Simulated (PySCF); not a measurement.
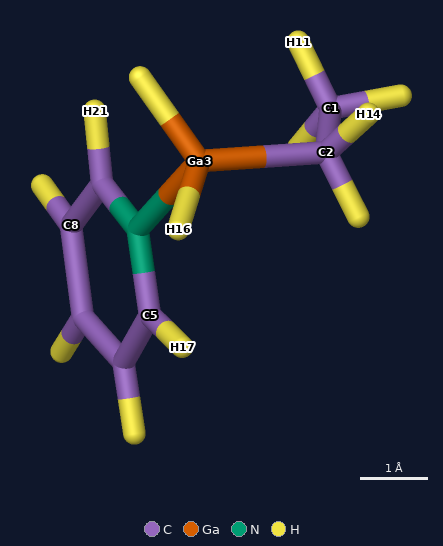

*The input geometry (stick view, seen at an oblique angle; atoms are numbered from 1 in the order of the input). Sticks mark near contacts.*

## Geometry relaxation of C$_{7}$H$_{12}$GaN

System: C$_{7}$H$_{12}$GaN, SMILES C[CH2][GaH2-][n+]1ccccc1.
Method: PBE0-D3(BJ)/def2-SVP geometry optimisation, gas phase (PySCF 2.14.0).

It belongs to a series of runs on one base structure; here: constitutional isomer.

## What the program printed
```
step   0  E = -2252.45161521  max force = 0.031755
step   1  E = -2252.45876806  max force = 0.006800
step   2  E = -2252.45946454  max force = 0.002753
step   3  E = -2252.45908659  max force = 0.006330
step   4  E = -2252.45951953  max force = 0.002059
step   5  E = -2252.45959070  max force = 0.001028
step   6  E = -2252.45960260  max force = 0.000767
step   7  E = -2252.45960874  max force = 0.000175
optimisation converged
```

## Trajectory as extended XYZ (Å, eV, eV/Å), 5 of the 8 frames kept, from step=0 to step=7
```
21
Properties=species:S:1:pos:R:3:forces:R:3 step=0 energy=-61292.33039
C    -2.2906    0.6018    0.9444   -1.0373   0.3636  -0.0843
C    -2.2350   -0.8879    0.6735   -0.1522   0.3284  -0.7022
Ga   -1.2407   -1.3196   -1.0383   -0.4031  -0.1745   0.7146
N     0.5877   -0.3694   -0.6822   -1.6329  -0.0189  -0.4319
C     1.4402   -0.9635    0.1042    1.3838   0.2692   0.7334
C     2.5729   -0.2997    0.5580    0.0423  -0.2698   0.0747
C     2.7977    1.0058    0.1612   -0.5918  -0.0743  -0.3688
C     1.8696    1.6191   -0.6711   -0.5214  -0.4492   0.2025
C     0.7458    0.8894   -1.0418    0.0174   0.9337  -0.9896
H    -2.9476    0.8464    1.8105    0.2758  -0.0120  -0.1444
H    -2.7343    1.1401    0.0806    0.1766   0.0119   0.1640
H    -1.3145    1.0461    1.1442    0.3852   0.1390   0.0510
H    -1.7989   -1.3652    1.5370    0.4983  -0.6175   0.5701
H    -3.2694   -1.2778    0.6342    0.1085  -0.0642  -0.2245
H    -1.6261   -0.6024   -2.3394   -0.3096   0.5444  -0.5823
H    -0.6889   -2.7436   -1.2386    0.2387  -0.7524   0.0226
H     1.2146   -1.9697    0.3871   -0.1284  -0.9023   0.2195
H     3.2686   -0.8030    1.2123    0.2696  -0.2409   0.2690
H     3.6617    1.5394    0.4912    0.7845   0.4355   0.3029
H     1.9556    2.6396   -0.9913    0.2061   0.6402  -0.2016
H    -0.0396    1.2962   -1.7126    0.3899  -0.0900   0.4052
21
Properties=species:S:1:pos:R:3:forces:R:3 step=2 energy=-61292.54398
C    -2.2846    0.5263    0.6739    0.0074   0.0187  -0.0353
C    -2.1497   -0.9600    0.3677   -0.0073  -0.0942   0.0859
Ga   -1.0382   -1.4147   -1.2260    0.1088   0.0556  -0.1147
N     0.7697   -0.4007   -0.6759    0.0246  -0.0199   0.0199
C     1.6611   -0.9977    0.1211   -0.0159   0.0974  -0.0335
C     2.7929   -0.3323    0.5764    0.0776  -0.0450   0.0677
C     3.0048    0.9905    0.1904    0.0074  -0.0146   0.0030
C     2.0751    1.6060   -0.6430   -0.0237  -0.1416   0.0420
C     0.9703    0.8651   -1.0502   -0.1375   0.1115  -0.1314
H    -2.9293    0.7249    1.5478   -0.0042   0.0172   0.0034
H    -2.7154    1.0802   -0.1774   -0.0032  -0.0027   0.0078
H    -1.3078    0.9926    0.8916   -0.0064  -0.0038   0.0041
H    -1.7389   -1.4961    1.2437   -0.0052   0.0277  -0.0292
H    -3.1481   -1.4050    0.2051   -0.0009   0.0145  -0.0117
H    -1.3218   -0.6147   -2.5798   -0.0071  -0.0299   0.0915
H    -0.4503   -2.8888   -1.3373   -0.0304   0.0221   0.0213
H     1.4478   -2.0364    0.3889    0.0159   0.0086   0.0023
H     3.5002   -0.8504    1.2261    0.0078  -0.0024   0.0056
H     3.8879    1.5340    0.5350    0.0000  -0.0123   0.0042
H     2.1975    2.6380   -0.9761   -0.0135  -0.0146   0.0020
H     0.2058    1.2889   -1.7077    0.0059   0.0076  -0.0048
21
Properties=species:S:1:pos:R:3:forces:R:3 step=4 energy=-61292.54548
C    -2.2847    0.5252    0.6694   -0.0272   0.0046  -0.0276
C    -2.1446   -0.9632    0.3732   -0.0310  -0.0425   0.0356
Ga   -1.0343   -1.4144   -1.2224    0.0833   0.0492  -0.0538
N     0.7663   -0.3907   -0.6814   -0.0280  -0.0423  -0.0017
C     1.6586   -0.9866    0.1150   -0.0373  -0.0919   0.0249
C     2.7965   -0.3386    0.5808   -0.0621   0.0668  -0.0641
C     3.0055    0.9835    0.1940   -0.0229  -0.0291  -0.0102
C     2.0733    1.5972   -0.6393   -0.0163   0.0869  -0.0420
C     0.9604    0.8752   -1.0587    0.1059  -0.0085   0.0619
H    -2.9283    0.7287    1.5434    0.0009   0.0117  -0.0044
H    -2.7197    1.0713   -0.1850    0.0015  -0.0077   0.0136
H    -1.3099    0.9967    0.8817    0.0122   0.0034   0.0067
H    -1.7299   -1.4920    1.2495    0.0185   0.0036   0.0177
H    -3.1412   -1.4137    0.2144    0.0014   0.0191  -0.0117
H    -1.3274   -0.6216   -2.5712   -0.0212   0.0090   0.0244
H    -0.4415   -2.8822   -1.3290   -0.0078  -0.0316   0.0120
H     1.4404   -2.0247    0.3782   -0.0005  -0.0307   0.0085
H     3.5002   -0.8628    1.2295   -0.0129  -0.0041  -0.0063
H     3.8877    1.5280    0.5372    0.0099   0.0235  -0.0037
H     2.2021    2.6292   -0.9680    0.0074   0.0247  -0.0002
H     0.1993    1.3052   -1.7168    0.0264  -0.0139   0.0204
21
Properties=species:S:1:pos:R:3:forces:R:3 step=5 energy=-61292.54742
C    -2.2849    0.5258    0.6667   -0.0064  -0.0025  -0.0168
C    -2.1431   -0.9640    0.3761   -0.0126  -0.0311   0.0309
Ga   -1.0298   -1.4152   -1.2198    0.0415   0.0418  -0.0213
N     0.7687   -0.3932   -0.6805   -0.0528  -0.0488  -0.0164
C     1.6591   -0.9939    0.1141    0.0015   0.0409  -0.0084
C     2.7944   -0.3384    0.5753    0.0054   0.0016   0.0035
C     3.0036    0.9847    0.1915    0.0026  -0.0055   0.0018
C     2.0722    1.6024   -0.6392   -0.0087   0.0005  -0.0048
C     0.9630    0.8741   -1.0550    0.0268  -0.0076   0.0150
H    -2.9302    0.7341    1.5383    0.0001   0.0026  -0.0008
H    -2.7187    1.0681   -0.1905    0.0002  -0.0026   0.0008
H    -1.3104    0.9985    0.8790    0.0054   0.0033   0.0040
H    -1.7291   -1.4901    1.2545    0.0077   0.0081   0.0140
H    -3.1397   -1.4135    0.2157    0.0022   0.0058  -0.0099
H    -1.3352   -0.6165   -2.5604   -0.0118   0.0112  -0.0041
H    -0.4403   -2.8849   -1.3289   -0.0067  -0.0169   0.0093
H     1.4440   -2.0333    0.3768   -0.0028  -0.0035  -0.0015
H     3.5003   -0.8615    1.2224    0.0014   0.0012   0.0004
H     3.8863    1.5284    0.5358    0.0053   0.0043   0.0006
H     2.1981    2.6357   -0.9661    0.0015   0.0049   0.0013
H     0.2006    1.3026   -1.7114    0.0001  -0.0076   0.0023
21
Properties=species:S:1:pos:R:3:forces:R:3 step=7 energy=-61292.54791
C    -2.2858    0.5241    0.6647   -0.0028   0.0022  -0.0010
C    -2.1379   -0.9673    0.3851    0.0064  -0.0006   0.0012
Ga   -1.0276   -1.4122   -1.2173   -0.0043  -0.0004   0.0086
N     0.7686   -0.3963   -0.6828    0.0004   0.0006  -0.0062
C     1.6611   -0.9943    0.1111    0.0069   0.0059   0.0053
C     2.7961   -0.3373    0.5713    0.0075  -0.0090   0.0085
C     3.0042    0.9861    0.1887   -0.0078  -0.0001  -0.0036
C     2.0704    1.6024   -0.6407    0.0037   0.0001   0.0022
C     0.9628    0.8717   -1.0559   -0.0071   0.0037  -0.0056
H    -2.9321    0.7376    1.5344   -0.0005  -0.0004   0.0008
H    -2.7217    1.0575   -0.1968    0.0015   0.0010  -0.0008
H    -1.3132    1.0029    0.8740   -0.0012  -0.0005  -0.0001
H    -1.7203   -1.4858    1.2667    0.0003   0.0043  -0.0017
H    -3.1330   -1.4197    0.2249    0.0023  -0.0073   0.0014
H    -1.3480   -0.6067   -2.5508    0.0015   0.0034  -0.0012
H    -0.4448   -2.8853   -1.3289   -0.0032  -0.0018  -0.0034
H     1.4483   -2.0343    0.3743    0.0000   0.0031  -0.0011
H     3.5028   -0.8602    1.2177    0.0013  -0.0003   0.0005
H     3.8865    1.5313    0.5326   -0.0021  -0.0026  -0.0008
H     2.1934    2.6366   -0.9663   -0.0014  -0.0019  -0.0016
H     0.1993    1.2990   -1.7116   -0.0013   0.0005  -0.0014
```

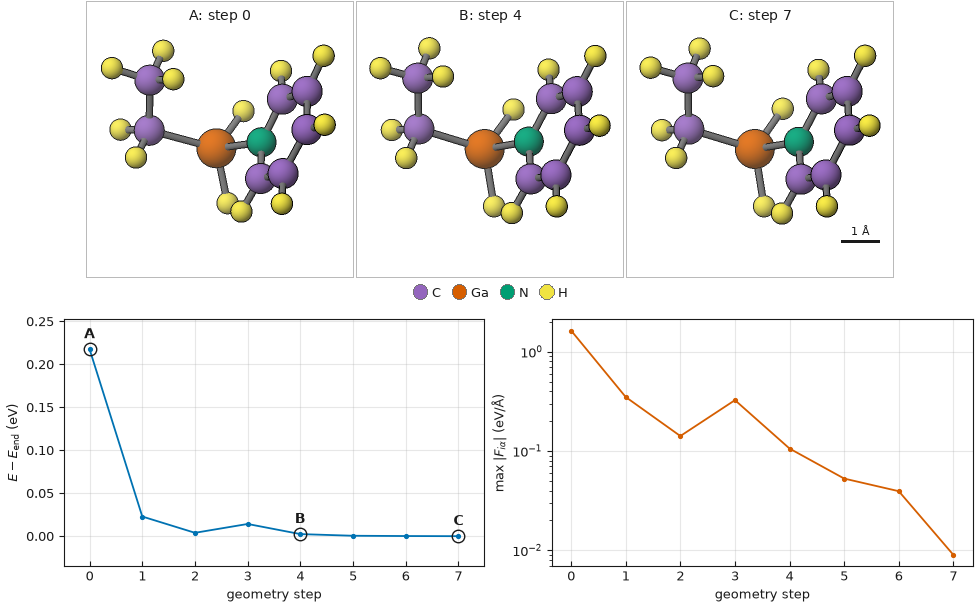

*Frames of the relaxation (ball-and-stick view, seen at a tilt) above the curves, on which the letters mark them (steps are counted from 0).*

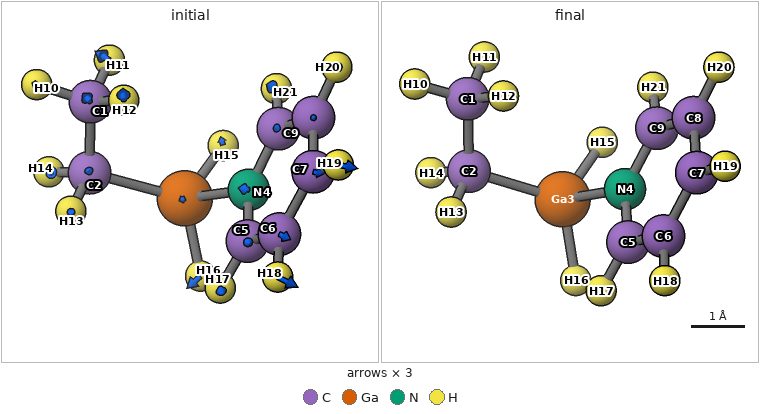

*Before (left) and after (right) the relaxation, at one scale (ball-and-stick view, seen at a tilt). The blue arrows give the displacements, magnified 3 times.*

The largest move after the best rigid fit is that of H18, 0.15 Å. By element the largest moves are H 0.15 Å, C 0.11 Å, N 0.09 Å, Ga 0.05 Å. Distances before and after: Ga3–H15 1.535 → 1.590 Å, Ga3–H16 1.540 → 1.588 Å, Ga3–N4 2.091 → 2.132 Å, N4–C5 1.303 → 1.336 Å. Among the angles that change: H15–Ga3–H16 114.3° → 119.0°, Ga3–C2–H14 110.7° → 107.0°, Ga3–C2–H13 112.6° → 109.0°. After 7 geometry steps the energy has fallen by 0.218 eV. Largest force component: 1.6 eV/Å at the start, 0.009 eV/Å at the end. (Atoms are counted from 1 in the order of the input.)

The run was set up as follows.

## The input
```
{"job": {"xc": "PBE0", "basis": "def2-SVP", "d3": "d3bj", "grid": 1, "shake": 0.01, "kind": "geom"}, "charge": 0, "multiplicity": 1}
C     -2.290650     0.601790     0.944370
C     -2.234980    -0.887860     0.673540
Ga    -1.240670    -1.319560    -1.038320
N      0.587660    -0.369370    -0.682230
C      1.440180    -0.963510     0.104180
C      2.572930    -0.299720     0.558000
C      2.797710     1.005780     0.161180
C      1.869620     1.619110    -0.671070
C      0.745780     0.889420    -1.041780
H     -2.947610     0.846420     1.810510
H     -2.734290     1.140120     0.080560
H     -1.314480     1.046150     1.144170
H     -1.798860    -1.365230     1.536980
H     -3.269380    -1.277770     0.634250
H     -1.626060    -0.602380    -2.339410
H     -0.688920    -2.743560    -1.238630
H      1.214560    -1.969730     0.387110
H      3.268600    -0.802990     1.212330
H      3.661700     1.539380     0.491190
H      1.955560     2.639590    -0.991310
H     -0.039550     1.296200    -1.712610
```

The first line tells a small driver script what to run in PySCF; the rest is the geometry in Å.

Run as:
```bash
OMP_NUM_THREADS=1 python <driver script> task.json out
```

## Results in brief

- outcome: converged
- total energy: −2252.459609 hartree
- dipole moment: 6.34 D
- point group: C1
- hardware: 1 CPU thread, shared host
- wall time: 6 min
- peak memory: 1.2 GiB
